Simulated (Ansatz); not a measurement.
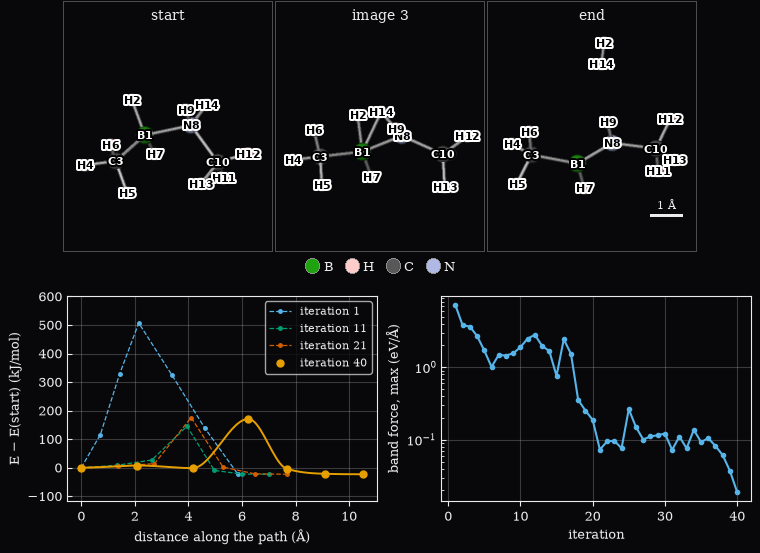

A search for the minimum-energy path of C$_{2}$H$_{10}$BN by the nudged elastic band. Images are numbered from 0 (start) to 6 (end). The plot follows the band through its iterations. Style: ball-and-stick. Shown at a tilt.

Level of theory: RKS B3LYP/6-31G* (Ansatz). Run with 5 movable images; climbing image; force threshold 0.03 eV/Å; iteration limit 60; starting path through a guess of the saddle point.

Q: How did the profile develop, and is the result final?

A: The run is converged, with reservations. The band converged in 40 iterations. The largest component of the band force went from 7.2 to 0.019 eV/Å. The climbing image converged on the top of the path. Its vibrational analysis gives one imaginary mode (1448i cm⁻¹), as a transition state must have. The first iteration put the highest image at 507.1 kJ/mol. The energy climbs by 170.9 kJ/mol to image 3 and then falls by 193.8 kJ/mol, so the end point sits at −22.9 kJ/mol. The profile has 2 maxima (images 1, 3) with a dip at image 2 (−1.3 kJ/mol), so the process runs in steps.

The run took 12 min on 1 thread of Arm Neoverse V1, on a shared host, peak memory 0.17 GiB.
